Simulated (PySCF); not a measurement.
# O2S: the cost of one run

Computed with PySCF 2.14.0, with density-fitted response routines of our own, on a single molecule in the gas phase. Atoms count from 0, in the outputs and in this text.

## Step 1: The starting structure

3 atoms, charge 0, multiplicity 1; geometry from: GFN2-xTB.

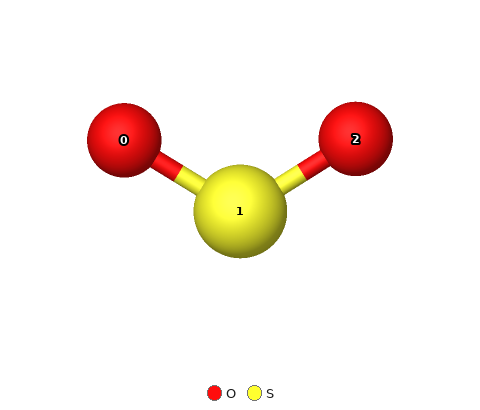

The starting geometry (oxygen red, sulfur yellow), atoms numbered.

## Step 2: Optimising the geometry at PBE0-D3(BJ)/def2-TZVP

The job: settings as JSON, then the geometry in Å.

```
{"job": {"xc": "PBE0", "basis": "def2-TZVP", "d3": "d3bj", "grid": 2, "kind": "geom"}, "charge": 0, "multiplicity": 1}
O     -1.200850     0.431620    -0.002200
S     -0.016600    -0.377350    -0.002170
O      1.234060     0.324630     0.006540
```

Q: Estimate the wall time of this first job on 2 threads of Arm Neoverse V1, shared host.

About 5.5 s.
